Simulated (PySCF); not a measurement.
# FeN5H15 (+2): ligand-field states, spin distribution, part 1 of 2

Wanted: ligand-field states, spin distribution for FeN5H15 (+2).

Programs: PySCF 2.14.0, with routines of our own; each step states its level. All values are computed. Atoms count from 0.

## Step 1: The system as given

21 atoms, charge 2, states of the metal's open shell are computed; geometry from: model start, shaken.

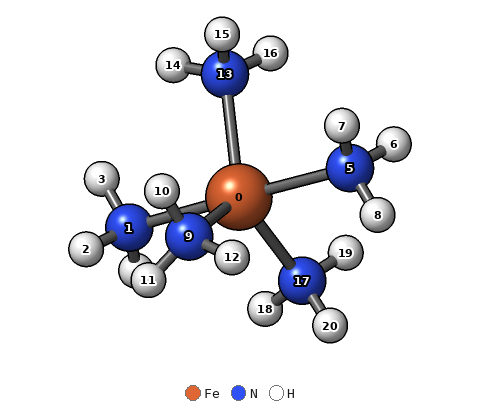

The starting geometry (iron orange, nitrogen blue, hydrogen white); sticks join atoms by distance alone.

## Step 2: Optimising the geometry at PBE0-D3(BJ)/def2-SVP

The job: settings as JSON, then the geometry in Å.

```
{"job": {"xc": "PBE0", "basis": "def2-SVP", "d3": "d3bj", "grid": 1, "maxiter": 45, "solvent": "water", "kind": "geom"}, "charge": 2, "metal": "Fe", "open_shell": "d6"}
Fe     0.000020     0.004480    -0.004110
N     -0.013360    -0.006820     2.135130
H      0.943260     0.020100     2.532950
H     -0.480490     0.823450     2.545690
H     -0.469600    -0.830060     2.539900
N      0.010430    -0.020160    -2.156860
H     -0.970880    -0.019340    -2.567960
H      0.467650     0.797090    -2.536270
H      0.473530    -0.818910    -2.578090
N      2.141920    -0.000730     0.001700
H      2.517380     0.935190    -0.014680
H      2.528200    -0.455270     0.803990
H      2.539850    -0.457910    -0.824860
N     -1.076680     1.863610     0.000960
H     -1.288540     2.201140     0.962740
H     -0.586610     2.620940    -0.469390
H     -1.986560     1.821950    -0.459750
N     -1.092990    -1.860840     0.008650
H     -1.273000    -2.189750     0.941360
H     -1.966930    -1.770370    -0.481310
H     -0.560350    -2.615000    -0.469270
```

Started as:

```console
$ OMP_NUM_THREADS=1 python lf_run.py task.json out
```

This one command runs all jobs of the session in turn.

The log of the run:

```text
step   0  E = -1545.50013136  max force = 0.035525
step   1  E = -1545.50537050  max force = 0.004354
step   2  E = -1545.50575344  max force = 0.002510
step   3  E = -1545.50599308  max force = 0.001225
step   4  E = -1545.50605548  max force = 0.001276
step   5  E = -1545.50615186  max force = 0.001501
step   6  E = -1545.50618878  max force = 0.000838
step   7  E = -1545.50622561  max force = 0.000752
step   8  E = -1545.50624961  max force = 0.000805
step   9  E = -1545.50626536  max force = 0.000664
step  10  E = -1545.50627661  max force = 0.000352
optimisation converged
```

Wall time 12 min (1 thread of Arm Neoverse V2, shared host); peak memory 1.7 GiB.

The steps of the relaxation:

```
step  energy from step 0 (eV)  largest force component (eV/Å)
   0                   0.0000                          1.8268
   1                  -0.1426                          0.2239
   2                  -0.1530                          0.1291
   3                  -0.1595                          0.0630
   4                  -0.1612                          0.0656
   5                  -0.1638                          0.0772
   6                  -0.1648                          0.0431
   7                  -0.1658                          0.0387
   8                  -0.1665                          0.0414
   9                  -0.1669                          0.0341
  10                  -0.1672                          0.0181
```

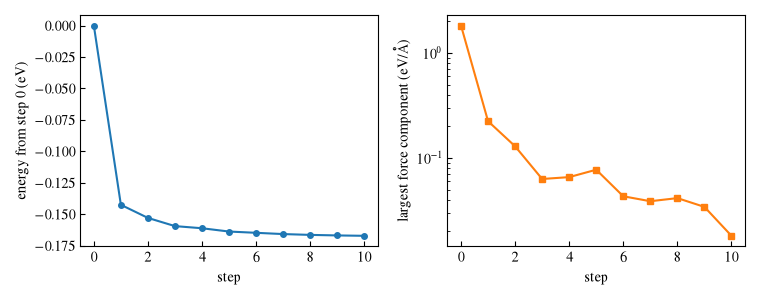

Energy and largest force along the relaxation.

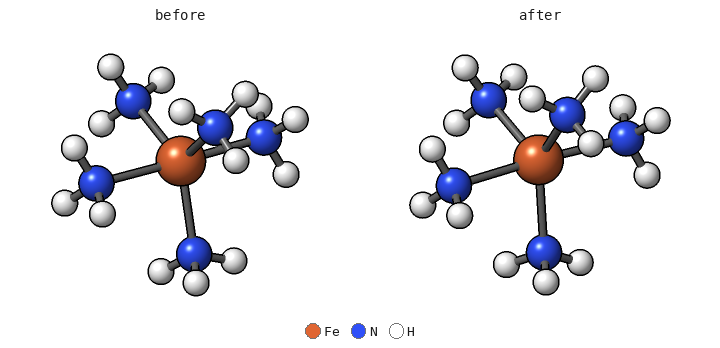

Before and after, at one scale.

Distances of close pairs at the start and the end, largest changes first:

```
   bond  before (Å)  after (Å)  change (Å)
 Fe0–N1       2.139      2.208      +0.069
 Fe0–N5       2.153      2.206      +0.053
  N5–H6       1.064      1.022      -0.042
 N9–H11       1.000      1.022      +0.023
N13–H14       1.041      1.022      -0.019
N17–H20       1.040      1.022      -0.017
N17–H19       1.006      1.022      +0.016
N17–H18       1.005      1.022      +0.016
```

The next job starts from the end point, and lists it.

```
                         at the end point                value
  point group (found at 0.08 Å tolerance)                   C1
rotational constants (GHz, main isotopes)  1.926, 1.697, 1.540
                                     ⟨S²⟩                6.005
```

## Step 3: Ligand-field states: state-averaged CASSCF in water

The job: settings as JSON, then the geometry in Å.

```
{"job": {"kind": "lf", "basis": {"metal": "x2c-TZVPall", "ligand": "x2c-SVPall"}, "nevpt": true, "solvent": "water"}, "charge": 2, "metal": "Fe", "open_shell": "d6"}
Fe     0.000000     0.000000     0.000000
N      0.036171     0.058350     2.207017
H      0.980617     0.094895     2.595691
H     -0.443448     0.868760     2.603670
H     -0.404689    -0.752014     2.646874
N      0.009731     0.069202    -2.204629
H     -0.926612     0.069895    -2.613926
H      0.481807     0.886360    -2.596606
H      0.481585    -0.739887    -2.613715
N      2.133319    -0.261776    -0.037230
H      2.618459     0.638254    -0.014279
H      2.505073    -0.794024     0.752440
H      2.470252    -0.735594    -0.877724
N     -1.262043     1.744301    -0.069245
H     -1.571270     2.100434     0.836974
H     -0.803759     2.529683    -0.537092
H     -2.114843     1.567985    -0.605517
N     -1.038457    -1.881577    -0.056825
H     -1.253602    -2.296200     0.851696
H     -1.935029    -1.798432    -0.541258
H     -0.522749    -2.597406    -0.573327
```

With the program's defaults for keys left out, this is: state-averaged CASSCF of the metal d shell, SC-NEVPT2 on the averaged canonical orbitals, state-interaction spin-orbit coupling.

The log of the run:

```text
basis functions 193, electrons 74, active (6e, 5o)
stage 1: DIIS on the effective Fock matrix, level shift 0.30
cycle   1  E = -1551.5681029342  dE = -1.552e+03  max|g| = 4.861e-01
cycle   2  E = -1551.1443784549  dE =  4.237e-01  max|g| = 8.012e-01
cycle   3  E = -1551.2934654239  dE = -1.491e-01  max|g| = 1.286e+00
cycle   4  E = -1551.9593242455  dE = -6.659e-01  max|g| = 2.286e-01
cycle   5  E = -1552.0556378129  dE = -9.631e-02  max|g| = 5.461e-02
cycle   6  E = -1552.0599523875  dE = -4.315e-03  max|g| = 6.542e-02
cycle   7  E = -1552.0622029097  dE = -2.251e-03  max|g| = 6.433e-02
cycle   8  E = -1552.0665748343  dE = -4.372e-03  max|g| = 2.597e-02
cycle   9  E = -1552.0678070499  dE = -1.232e-03  max|g| = 8.242e-03
cycle  10  E = -1552.0677965738  dE =  1.048e-05  max|g| = 1.110e-02
cycle  11  E = -1552.0678098011  dE = -1.323e-05  max|g| = 1.200e-02
cycle  12  E = -1552.0678459057  dE = -3.610e-05  max|g| = 1.060e-02
cycle  13  E = -1552.0678502361  dE = -4.330e-06  max|g| = 1.122e-02
cycle  14  E = -1552.0678736705  dE = -2.343e-05  max|g| = 1.053e-02
cycle  15  E = -1552.0679040241  dE = -3.035e-05  max|g| = 9.614e-03
cycle  16  E = -1552.0679248317  dE = -2.081e-05  max|g| = 9.237e-03
cycle  17  E = -1552.0679567393  dE = -3.191e-05  max|g| = 7.650e-03
cycle  18  E = -1552.0679718959  dE = -1.516e-05  max|g| = 6.708e-03
cycle  19  E = -1552.0679835362  dE = -1.164e-05  max|g| = 5.980e-03
cycle  20  E = -1552.0679921625  dE = -8.626e-06  max|g| = 5.484e-03
cycle  21  E = -1552.0680011044  dE = -8.942e-06  max|g| = 4.760e-03
cycle  22  E = -1552.0680066917  dE = -5.587e-06  max|g| = 4.568e-03
cycle  23  E = -1552.0680110695  dE = -4.378e-06  max|g| = 4.062e-03
cycle  24  E = -1552.0680151981  dE = -4.129e-06  max|g| = 3.717e-03
cycle  25  E = -1552.0680216728  dE = -6.475e-06  max|g| = 3.833e-03
cycle  26  E = -1552.0680233554  dE = -1.683e-06  max|g| = 4.296e-03
stage 2: quasi-Newton rotations from the point of smallest gradient
cycle  28  E = -1552.0680470756  dE = -3.188e-05  max|g| = 6.793e-04
cycle  29  E = -1552.0680482517  dE = -1.176e-06  max|g| = 6.277e-04
cycle  30  E = -1552.0680484414  dE = -1.898e-07  max|g| = 1.783e-04
cycle  31  E = -1552.0680484616  dE = -2.020e-08  max|g| = 1.880e-05
cycle  32  E = -1552.0680484625  dE = -9.090e-10  max|g| = 5.582e-06
converged average energy = -1552.0680484625

 mult deg   label        CASSCF/cm-1   NEVPT2/cm-1
   5   1   5D                  0.0           0.0
   5   1   5D                507.7         515.7
   5   1   5D               1691.5        2211.2
   5   1   5D               3349.1        4256.7
   3   1   3H              14325.5        9960.4
   5   1   5D               9951.8       12472.4
   3   1   3H              17572.6       14095.3
   3   1   3H              18642.4       15496.2
   3   1   3H              18955.8       15834.2
   3   1   3H              20196.7       17747.8
   1   1   1I              23253.3       18427.0
   3   1   3H              21037.5       19535.7
   1   1   1I              24066.8       19642.0
   3   1   3H              21221.1       19861.8
   3   1   3H              22085.9       20619.6
   3   1   3P              23980.7       21322.1
   3   1   3P              24231.5       21482.1
   3   1   3H              23636.9       22419.8
   1   1   1G              27217.0       22874.9
   3   1   3G              25470.9       23390.8
   3   1   3H              25049.9       24072.9
   3   1   3G              26617.6       24462.9
   1   1   1I              28128.9       24742.2
   3   1   3G              26337.7       24755.4
   3   1   3H              25781.5       25233.0
   3   1   3F              27310.7       25466.9
   3   1   3F              27794.2       25977.2
   3   1   3G              27193.5       26011.8
   3   1   3G              28375.6       26802.7
   1   1   1I              29575.6       26851.2
   1   1   1I              30412.7       27348.9
   3   1   3F              29610.3       27928.6
   3   1   3F              29538.0       28021.9
   3   1   3P              30379.8       28534.6
   1   1   1I              31075.2       28678.9
   1   1   1I              31999.2       29789.0
   1   1   1I              32151.9       30035.1
   3   1   3G              32010.3       30771.3
   1   1   1I              33013.9       31455.6
   3   1   3F              32689.1       31477.7
   3   1   3D              34313.3       32595.7
   3   1   3H              33351.1       32722.9
   1   1   1I              34249.1       32732.2
   3   1   3H              34152.0       33225.1
   3   1   3G              34094.3       34088.2
   3   1   3G              34520.6       34437.0
   1   1   1G              36245.5       34686.1
   1   1   1G              37390.5       34724.8
   1   1   1G              36698.1       35346.6
   3   1   3G              36918.5       36061.0
   3   1   3D              38746.0       36418.2
   1   1   1I              38769.0       36539.6
   1   1   1G              38153.2       36642.3
   1   1   1D              40551.0       36668.9
   3   1   3D              38022.2       37144.9
   1   1   1G              38817.2       37225.2
   3   1   3D              39718.3       37455.8
   1   1   1G              39380.7       37806.2
   1   1   1D              42311.4       38132.6
   1   1   1D              44863.5       39523.5

spin-orbit levels / cm-1
      0.00  x1  5D 0.90 5D 0.10
      0.92  x1  5D 0.89 5D 0.10
     27.79  x1  5D 0.96
     38.97  x1  5D 0.95 5D 0.04
     47.47  x1  5D 0.99
    562.96  x1  5D 0.99
    577.23  x1  5D 0.97
    596.98  x1  5D 0.95 5D 0.04
    649.19  x1  5D 0.89 5D 0.10
    650.07  x1  5D 0.89 5D 0.10
   2214.41  x1  5D 0.96 5D 0.03
   2214.50  x1  5D 0.96 5D 0.03
   2293.23  x1  5D 0.98
   2295.58  x1  5D 0.98
   2321.27  x1  5D 0.99
   4351.48  x1  5D 1.00
   4362.57  x1  5D 0.99
   4365.91  x1  5D 0.99
   4400.76  x1  5D 0.96 5D 0.03
   4400.78  x1  5D 0.96 5D 0.03
   9991.02  x1  3H 0.99
  10052.69  x1  3H 0.99
  10055.24  x1  3H 0.99
  12546.91  x1  5D 1.00
  12546.93  x1  5D 1.00
  12551.71  x1  5D 1.00
  12552.22  x1  5D 1.00
  12553.62  x1  5D 1.00
  14073.42  x1  3H 0.94 3H 0.03
  14106.90  x1  3H 0.95 3H 0.03
```

Wall time 24 s (1 thread of Arm Neoverse V2, shared host); peak memory 0.86 GiB.

Key values:

```
             quantity     value
spin-orbit constant ζ  399 cm⁻¹
```

Powder susceptibility:

```
T (K)  χT (cm³ K/mol)  μ(eff)
    2           2.602    4.56
    5           2.830    4.76
   10           3.071    4.96
   20           3.350    5.18
   30           3.462    5.26
   50           3.530    5.31
   75           3.552    5.33
  100           3.563    5.34
  150           3.581    5.35
  200           3.594    5.36
  250           3.603    5.37
  300           3.606    5.37
```

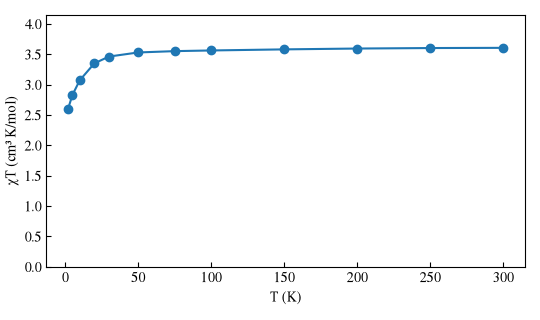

χT against temperature.

The fields below are evaluated on a grid from the run's orbitals.

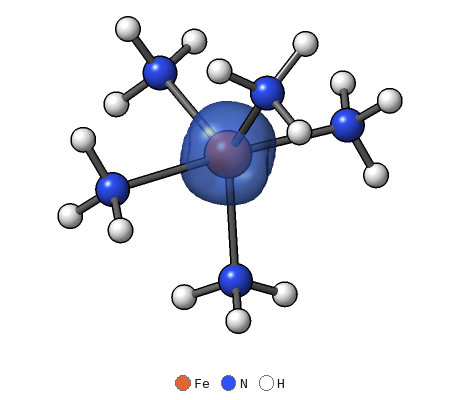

Spin density at ±0.3 e/Å³ (alpha excess blue, beta excess red).

In these pictures sticks join atoms by distance alone, so bonds to metals can be missing or extra.

## Step 4: Spin distribution: unrestricted DFT, spin states

The job, as its differences from that of step 3:

```diff
@@ -1,2 +1,2 @@
-{"job": {"kind": "lf", "basis": {"metal": "x2c-TZVPall", "ligand": "x2c-SVPall"}, "nevpt": true, "solvent": "water"}, "charge": 2, "metal": "Fe", "open_shell": "d6"}
+{"job": {"kind": "spin", "xc": "BP86"}, "charge": 2, "metal": "Fe", "open_shell": "d6"}
 Fe     0.000000     0.000000     0.000000
```

With the program's defaults for keys left out, this is: unrestricted DFT energies of the spin multiplicities at one geometry, beside CASSCF and NEVPT2 of the metal shell.

The log of the run:

```text
multiplicity 5
final grid: 148800 points
cycle   1  E = -1555.4993863608  dE = -6.915e-02  |g| = 7.675e-02  |ddm| = 6.265e-01
cycle   2  E = -1555.4919322597  dE =  7.454e-03  |g| = 1.814e-01  |ddm| = 2.124e-01
cycle   3  E = -1555.5017297896  dE = -9.798e-03  |g| = 3.578e-02  |ddm| = 1.223e-01
cycle   4  E = -1555.5020245846  dE = -2.948e-04  |g| = 1.645e-02  |ddm| = 3.092e-02
cycle   5  E = -1555.5021215150  dE = -9.693e-05  |g| = 3.882e-03  |ddm| = 1.291e-02
cycle   6  E = -1555.5021287367  dE = -7.222e-06  |g| = 7.697e-04  |ddm| = 5.062e-03
cycle   7  E = -1555.5021302330  dE = -1.496e-06  |g| = 6.602e-04  |ddm| = 5.014e-03
cycle   8  E = -1555.5021323521  dE = -2.119e-06  |g| = 6.569e-04  |ddm| = 8.380e-03
cycle   9  E = -1555.5021345285  dE = -2.176e-06  |g| = 4.512e-04  |ddm| = 1.132e-02
cycle  10  E = -1555.5021360536  dE = -1.525e-06  |g| = 2.432e-04  |ddm| = 1.355e-02
cycle  11  E = -1555.5021363805  dE = -3.269e-07  |g| = 1.595e-04  |ddm| = 5.155e-03
converged SCF energy = -1555.5021363805
multiplicity 3
final grid: 148800 points
cycle   1  E = -1555.4582383982  dE = -6.457e-02  |g| = 3.133e-01  |ddm| = 7.587e-01
cycle   2  E = -1553.9221177654  dE =  1.536e+00  |g| = 2.123e+00  |ddm| = 2.793e+00
cycle   3  E = -1555.4909906063  dE = -1.569e+00  |g| = 5.816e-02  |ddm| = 2.733e+00
cycle   4  E = -1555.4918912406  dE = -9.006e-04  |g| = 2.894e-02  |ddm| = 6.032e-02
cycle   5  E = -1555.4922646630  dE = -3.734e-04  |g| = 2.415e-03  |ddm| = 2.372e-02
cycle   6  E = -1555.4922665752  dE = -1.912e-06  |g| = 1.384e-03  |ddm| = 5.664e-03
cycle   7  E = -1555.4922681328  dE = -1.558e-06  |g| = 5.149e-04  |ddm| = 3.156e-03
cycle   8  E = -1555.4922684744  dE = -3.416e-07  |g| = 2.813e-04  |ddm| = 1.272e-03
converged SCF energy = -1555.4922684744
multiplicity 1
final grid: 148800 points
cycle   1  E = -1555.4095849617  dE = -5.834e-02  |g| = 3.739e-01  |ddm| = 7.944e-01
cycle   2  E = -1551.3693575065  dE =  4.040e+00  |g| = 3.221e+00  |ddm| = 3.930e+00
cycle   3  E = -1555.4491835805  dE = -4.080e+00  |g| = 1.447e-01  |ddm| = 3.871e+00
cycle   4  E = -1555.4481573950  dE =  1.026e-03  |g| = 1.022e-01  |ddm| = 3.671e-01
cycle   5  E = -1555.4560218304  dE = -7.864e-03  |g| = 3.343e-02  |ddm| = 3.310e-01
cycle   6  E = -1555.4569440601  dE = -9.222e-04  |g| = 1.517e-02  |ddm| = 1.168e-01
cycle   7  E = -1555.4570891217  dE = -1.451e-04  |g| = 2.513e-03  |ddm| = 2.964e-02
cycle   8  E = -1555.4570895262  dE = -4.045e-07  |g| = 2.049e-03  |ddm| = 6.220e-03
cycle   9  E = -1555.4570918676  dE = -2.341e-06  |g| = 4.309e-04  |ddm| = 4.426e-03
cycle  10  E = -1555.4570920401  dE = -1.724e-07  |g| = 1.357e-04  |ddm| = 1.548e-03
converged SCF energy = -1555.4570920401
```

Wall time 63 s (1 thread of Arm Neoverse V2, shared host); peak memory 1 GiB.

## Step 5: Spin distribution: unrestricted DFT, spin states

The job, as its differences from that of step 4:

```diff
@@ -1,2 +1,2 @@
-{"job": {"kind": "spin", "xc": "BP86"}, "charge": 2, "metal": "Fe", "open_shell": "d6"}
+{"job": {"kind": "spin", "xc": "TPSSh"}, "charge": 2, "metal": "Fe", "open_shell": "d6"}
 Fe     0.000000     0.000000     0.000000
```

Level: unrestricted DFT energies of the spin multiplicities at one geometry, beside CASSCF and NEVPT2 of the metal shell.

The log of the run:

```text
multiplicity 5
final grid: 148800 points
cycle   1  E = -1555.3137951778  dE = -4.468e-02  |g| = 5.378e-02  |ddm| = 4.568e-01
cycle   2  E = -1555.3132683704  dE =  5.268e-04  |g| = 7.148e-02  |ddm| = 1.159e-01
cycle   3  E = -1555.3152785472  dE = -2.010e-03  |g| = 7.606e-03  |ddm| = 5.857e-02
cycle   4  E = -1555.3152765204  dE =  2.027e-06  |g| = 8.635e-03  |ddm| = 7.078e-03
cycle   5  E = -1555.3152929419  dE = -1.642e-05  |g| = 1.951e-03  |ddm| = 4.843e-03
cycle   6  E = -1555.3152946370  dE = -1.695e-06  |g| = 2.986e-04  |ddm| = 1.986e-03
cycle   7  E = -1555.3152949793  dE = -3.423e-07  |g| = 2.208e-04  |ddm| = 1.062e-03
converged SCF energy = -1555.3152949793
multiplicity 3
final grid: 148800 points
cycle   1  E = -1555.2879120859  dE = -5.891e-02  |g| = 1.249e-01  |ddm| = 5.305e-01
cycle   2  E = -1555.2534528489  dE =  3.446e-02  |g| = 3.963e-01  |ddm| = 3.170e-01
cycle   3  E = -1555.2934846615  dE = -4.003e-02  |g| = 3.330e-02  |ddm| = 1.879e-01
cycle   4  E = -1555.2938862703  dE = -4.016e-04  |g| = 1.494e-02  |ddm| = 3.399e-02
cycle   5  E = -1555.2939687911  dE = -8.252e-05  |g| = 4.749e-03  |ddm| = 1.236e-02
cycle   6  E = -1555.2939827821  dE = -1.399e-05  |g| = 8.929e-04  |ddm| = 5.789e-03
cycle   7  E = -1555.2939873443  dE = -4.562e-06  |g| = 6.743e-04  |ddm| = 4.127e-03
cycle   8  E = -1555.2939918570  dE = -4.513e-06  |g| = 6.916e-04  |ddm| = 4.095e-03
cycle   9  E = -1555.2939933112  dE = -1.454e-06  |g| = 6.784e-04  |ddm| = 1.263e-03
cycle  10  E = -1555.2939886798  dE =  4.631e-06  |g| = 6.577e-04  |ddm| = 4.117e-03
cycle  11  E = -1555.2939576368  dE =  3.104e-05  |g| = 4.895e-04  |ddm| = 4.087e-02
cycle  12  E = -1555.2939586130  dE = -9.762e-07  |g| = 3.414e-04  |ddm| = 1.912e-03
converged SCF energy = -1555.2939586130
multiplicity 1
final grid: 148800 points
cycle   1  E = -1555.2529884282  dE = -6.269e-02  |g| = 1.225e-01  |ddm| = 5.450e-01
cycle   2  E = -1555.2117752586  dE =  4.121e-02  |g| = 4.244e-01  |ddm| = 3.354e-01
cycle   3  E = -1555.2584065956  dE = -4.663e-02  |g| = 3.823e-02  |ddm| = 1.973e-01
cycle   4  E = -1555.2589315834  dE = -5.250e-04  |g| = 1.532e-02  |ddm| = 3.692e-02
cycle   5  E = -1555.2590116611  dE = -8.008e-05  |g| = 3.933e-03  |ddm| = 1.101e-02
cycle   6  E = -1555.2590178997  dE = -6.239e-06  |g| = 3.414e-04  |ddm| = 3.173e-03
cycle   7  E = -1555.2590179367  dE = -3.705e-08  |g| = 1.837e-04  |ddm| = 3.801e-04
converged SCF energy = -1555.2590179367
```

Run time: 2.3 min. Hardware: 1 thread of Arm Neoverse V2, shared host; peak memory 1.1 GiB.

## Step 6: Spin distribution: unrestricted DFT, spin states

The job, as its differences from that of step 5:

```diff
@@ -1,2 +1,2 @@
-{"job": {"kind": "spin", "xc": "TPSSh"}, "charge": 2, "metal": "Fe", "open_shell": "d6"}
+{"job": {"kind": "spin", "xc": "B3LYP"}, "charge": 2, "metal": "Fe", "open_shell": "d6"}
 Fe     0.000000     0.000000     0.000000
```

Method: unrestricted DFT energies of the spin multiplicities at one geometry, beside CASSCF and NEVPT2 of the metal shell.

The log of the run:

```text
multiplicity 5
final grid: 148800 points
cycle   1  E = -1555.3348928077  dE = -4.613e-02  |g| = 8.147e-02  |ddm| = 5.021e-01
cycle   2  E = -1555.3332232901  dE =  1.670e-03  |g| = 1.107e-01  |ddm| = 1.583e-01
cycle   3  E = -1555.3379858231  dE = -4.763e-03  |g| = 4.131e-03  |ddm| = 8.364e-02
cycle   4  E = -1555.3379919250  dE = -6.102e-06  |g| = 5.507e-03  |ddm| = 6.501e-03
cycle   5  E = -1555.3379987721  dE = -6.847e-06  |g| = 1.362e-03  |ddm| = 2.946e-03
cycle   6  E = -1555.3379997630  dE = -9.909e-07  |g| = 3.219e-04  |ddm| = 1.567e-03
converged SCF energy = -1555.3379997630
multiplicity 3
final grid: 148800 points
cycle   1  E = -1555.3087512811  dE = -5.830e-02  |g| = 1.198e-01  |ddm| = 5.432e-01
cycle   2  E = -1555.2968247972  dE =  1.193e-02  |g| = 2.627e-01  |ddm| = 2.557e-01
cycle   3  E = -1555.3139236003  dE = -1.710e-02  |g| = 3.979e-02  |ddm| = 1.399e-01
cycle   4  E = -1555.3144709202  dE = -5.473e-04  |g| = 1.069e-02  |ddm| = 2.825e-02
cycle   5  E = -1555.3145342348  dE = -6.331e-05  |g| = 4.050e-03  |ddm| = 1.238e-02
cycle   6  E = -1555.3145498814  dE = -1.565e-05  |g| = 1.164e-03  |ddm| = 6.880e-03
cycle   7  E = -1555.3145563704  dE = -6.489e-06  |g| = 5.324e-04  |ddm| = 6.623e-03
cycle   8  E = -1555.3145573649  dE = -9.945e-07  |g| = 4.630e-04  |ddm| = 2.695e-03
converged SCF energy = -1555.3145573649
multiplicity 1
final grid: 148800 points
cycle   1  E = -1555.2733536659  dE = -6.153e-02  |g| = 1.133e-01  |ddm| = 5.530e-01
cycle   2  E = -1555.2609769755  dE =  1.238e-02  |g| = 2.617e-01  |ddm| = 2.576e-01
cycle   3  E = -1555.2780803879  dE = -1.710e-02  |g| = 4.322e-02  |ddm| = 1.392e-01
cycle   4  E = -1555.2786985523  dE = -6.182e-04  |g| = 1.141e-02  |ddm| = 2.987e-02
cycle   5  E = -1555.2787435072  dE = -4.495e-05  |g| = 3.682e-03  |ddm| = 9.074e-03
cycle   6  E = -1555.2787490426  dE = -5.535e-06  |g| = 3.377e-04  |ddm| = 3.375e-03
cycle   7  E = -1555.2787493909  dE = -3.483e-07  |g| = 2.603e-04  |ddm| = 9.538e-04
converged SCF energy = -1555.2787493909
```

It took 76 s on 1 thread of Arm Neoverse V2, shared host; peak memory 1.1 GiB.

(Continued in part 2 of 2.)
